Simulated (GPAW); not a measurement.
Band structure of WC (P-6m2, 2 atoms in the cell).

```
WC
1.0
    1.45500    -2.52013     0.00000
    1.45500     2.52013     0.00000
    0.00000     0.00000     2.84000
W C
1 1
Direct
  0.00000   0.00000   0.00000
  0.33333   0.66667   0.50000
```

Method: PBE, GPAW PAW datasets PBE (gpaw-data 1.0.1) (plane waves; GPAW).

Settings: mode = pw; ecut = 950 eV; xc = PBE; kpts = 17 17 15; mesh shift (steps) = 0 0 0; occupations.name = methfessel-paxton; occupations.width = 0.272 eV; occupations.order = 0; nbands = -8; convergence.density = 1e-05 e/electron; convergence.energy = 1e-05 eV/electron; symmetry.symmorphic = false; symmetry.tolerance = 0.0005; maxiter = 150.

The starting cell has typed, rounded lattice constants, without a prior relaxation at this level. Spin-orbit coupling is off. Spin polarisation is off.

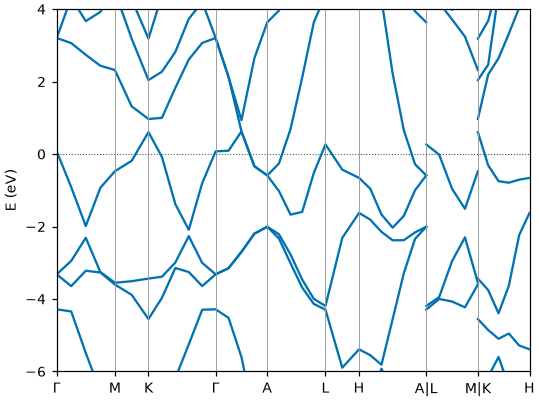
Bands along the path, energies from the Fermi level.

Levels in eV from the Fermi level, bands 6 to 13:
| point | 6 | 7 | 8 | 9 | 10 | 11 | 12 | 13 |
|---|---|---|---|---|---|---|---|---|
| Γ | -4.29 | -3.32 | -3.32 | 0.07 | 3.21 | 3.21 | 5.59 | 5.59 |
| M | -7.01 | -3.60 | -3.55 | -0.47 | 2.32 | 4.50 | 4.85 | 6.84 |
| K | -6.52 | -4.55 | -3.44 | 0.61 | 0.97 | 2.04 | 3.19 | 9.14 |
| A | -8.60 | -2.01 | -2.01 | -0.59 | -0.59 | 3.64 | 4.51 | 4.51 |
| L | -6.42 | -4.29 | -4.19 | 0.27 | 4.39 | 5.26 | 6.59 | 9.13 |
| H | -7.17 | -5.39 | -1.62 | -0.66 | 4.37 | 6.33 | 7.54 | 9.15 |

Bands cross the Fermi level along this path, so the cell is metallic at this level.
